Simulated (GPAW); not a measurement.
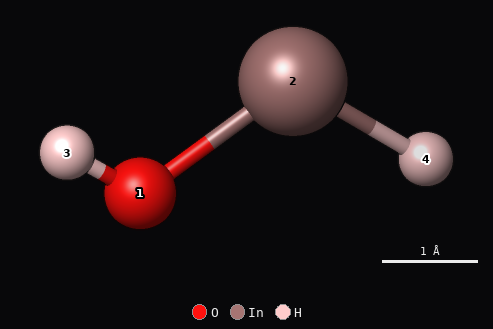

Fig. 1: The input geometry (ball-and-stick view, seen at a tilt; atoms are numbered from 1 in the order of the input). Sticks mark near contacts.

**Property calculation of InH$_{2}$O**

InH$_{2}$O, multiplicity 2, computed with revPBE/dzp, UKS, dispersion D3(0), scalar-relativistic datasets (GPAW 26.7.0).

The geometry comes from this level: PBE0-D4/def2-TZVP.

The input (mol.py)
```python
from ase.calculators.mixing import SumCalculator
from ase.io import read
from dftd3.ase import DFTD3
from gpaw import GPAW
from gpaw.analyse.hirshfeld import HirshfeldPartitioning

# Atomic positions
system = read('mol.sdf')
system.center(vacuum=5.0)
system.set_initial_magnetic_moments([1.0, 0.0, 0.0, 0.0])

# GPAW settings
calc = GPAW(mode='lcao',
            basis='dzp',
            h=0.25,
            xc='revPBE',
            occupations={'name': 'fermi-dirac', 'width': 0.0, 'fixmagmom': True},
            nbands='150%',
            maxiter=100,
            symmetry='off',
            legacy_gpaw=True,
            txt='mol.txt')
system.calc = SumCalculator([DFTD3(method='revPBE', damping='d3zero'), calc])

energy = system.get_potential_energy()
print(f'Energy                  {energy:.5f} eV')
forces = system.get_forces()
print('Forces (eV/Ang)')
for symbol, f in zip(system.symbols, forces):
    print(f'{symbol:2} {f[0]:9.4f} {f[1]:9.4f} {f[2]:9.4f}')
print('Moments:', calc.get_magnetic_moments(system).round(3))
hirshfeld = HirshfeldPartitioning(calc)
charges = hirshfeld.get_charges()
volumes = hirshfeld.get_effective_volume_ratios()
for symbol, q, v in zip(system.symbols, charges, volumes):
    print(f'{symbol:2} charge {q:7.3f}  volume ratio {v:6.3f}')
```

File mol.sdf
```

     RDKit          3D

  4  3  0  0  0  0  0  0  0  0999 V2000
   -0.2984   -1.0206    0.2950 O   0  0  0  0  0  0  0  0  0  0  0  0
    0.5639    0.7466   -0.0885 In  0  0  0  0  0  2  0  0  0  0  0  0
    0.2368   -1.6294    0.8091 H   0  0  0  0  0  0  0  0  0  0  0  0
   -0.4467    1.8430   -1.0360 H   0  0  0  0  0  0  0  0  0  0  0  0
  2  1  1  0
  3  1  1  0
  4  2  1  0
M  RAD  1   2   2
M  END
$$$$
```

Launched with:
```bash
OMP_NUM_THREADS=1 python mol.py
```

Log
```
Energy                  -12.19757 eV
Forces (eV/Ang)
O    -0.8331    1.2468   -0.1223
In    0.6272    0.6504    0.0226
H     0.9843   -1.2062    0.8016
H    -0.2733    0.4688   -0.1913
Moments: [ 0.093  0.183 -0.001  0.069]
O  charge  -0.322  volume ratio  1.044
In charge   0.343  volume ratio  0.857
H  charge   0.110  volume ratio  0.716
H  charge  -0.129  volume ratio  0.909
```

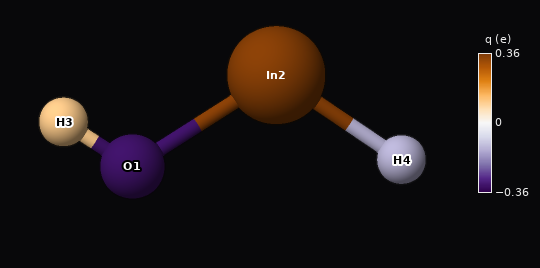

Fig. 2: Hirshfeld charges, as the colour of each atom (ball-and-stick view, seen on its broad side; atoms are numbered from 1 in the order of the input). By element: O −0.32, In +0.34 and H −0.13 to +0.11 e.

Key numbers

```tsv
quantity	value
outcome	converged
energy relative to the program's reference atoms	−12.1976 eV
dispersion energy	−0.000496 hartree
basis functions	46
largest force	1.751 eV/Å
dipole moment	1.74 D
hardware	1 thread of Intel Xeon (Granite Rapids), 12 GiB of memory available, shared host
wall time	6.9 s
peak memory	0.39 GiB
```

Remarks

Settings chosen away from the usual ones: nbands set to 150%; h set to 0.25 (from 0.16). On so coarse a grid the energy depends on the position of the molecule, which gives spurious forces.
